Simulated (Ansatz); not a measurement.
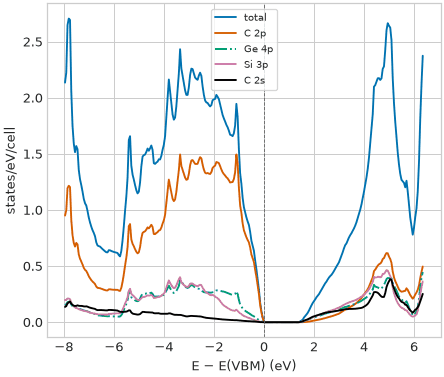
Fig. 1. Total and projected density of states of SiGeC₂ in space group P-4m2 (No. 115; Ge on 1c, Si on 1a, C on 2g), plane-wave PAW PBEsol (Ansatz code)

### Question
Which orbitals carry the states next to the gap?

### Answer
Top 1 eV of the valence band: C 2p 81 %, Ge 4p 10 %. Bottom 1 eV of the conduction band: C 2s 27 %, Si 3p 26 %, Ge 4p 23 %, C 2p 8 %, outside the projected shells 14 %. Projections are on Löwdin-orthogonalised atomic valence shells; empty p or d shells of many metals are not among them.

The start of the workflow was typed in or built on a structure type; neither database checked (COD, Materials Project) lists it. Its standing as an ambient phase is unchecked. Symmetry was held in the PBEsol relaxation; its stability against distortions is not shown here. Spin–orbit coupling is left out wherever it is not named.

Potentials: the later of the program's two PAW sets.
